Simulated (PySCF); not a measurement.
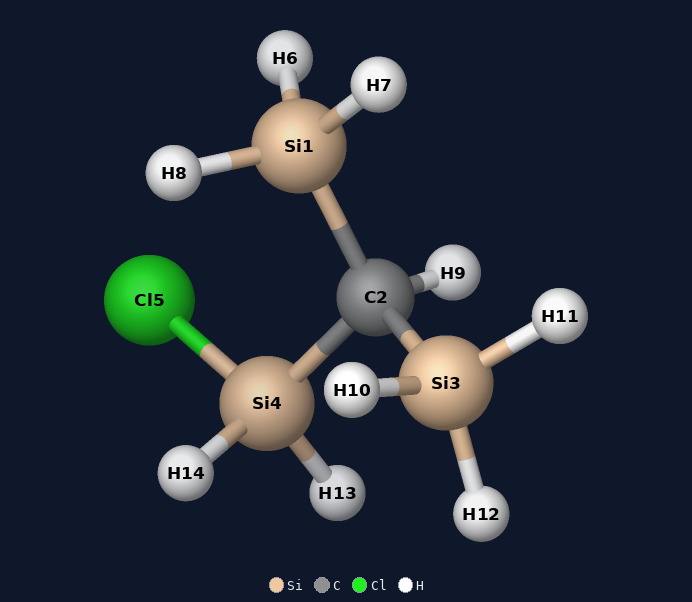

Computed geometry: PBE0-D3(BJ)/def2-SVP optimisation. No frequency run is at hand to confirm it as a minimum. Level of theory: delta-SCF UKS HF, pcX-2 on the ionised atom, pcseg-1 elsewhere, spin-free X2C (PySCF 2.14.0).

Give the core-electron binding energies (to vacuum; p and d levels without spin–orbit splitting) of Si1 1s, Si1 2p, C2 1s, Si4 1s, Si4 2p, Cl5 1s, Cl5 2p.

```tsv
atom	level	binding energy (eV)
Si1	1s	1847.6
Si1	2p	106.6
C2	1s	289.6
Si4	1s	1848.6
Si4	2p	107.5
Cl5	1s	2829.4
Cl5	2p	205.9
```
